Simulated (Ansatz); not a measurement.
Ge: response to strain

Start from Ge in the diamond structure (space group Fd-3m, No. 227; a = 5.6222 Å). Axes: x, y, z lie along the cube axes.

Strains are applied to the cell and any free atomic positions relax.

Computed with LDA/PAW in Ansatz (a quantum-chemistry and plane-wave program), without spin-orbit coupling.

Notes on the quantities. pressure: mean of the normal stresses, compression positive.

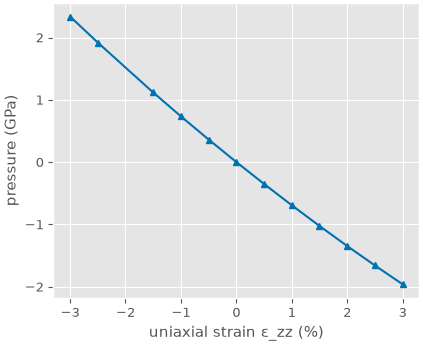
Pressure against uniaxial strain ε_zz

Problem. From the plot, what is the pressure for uniaxial strain ε_zz = −1.50 %?

Solution. About 1.1 GPa.

Problem. Is the trend monotonic over the range shown?

Solution. Yes, it falls throughout, spanning -2.0 GPa to 2.3 GPa.

No phonon test of stability was made.
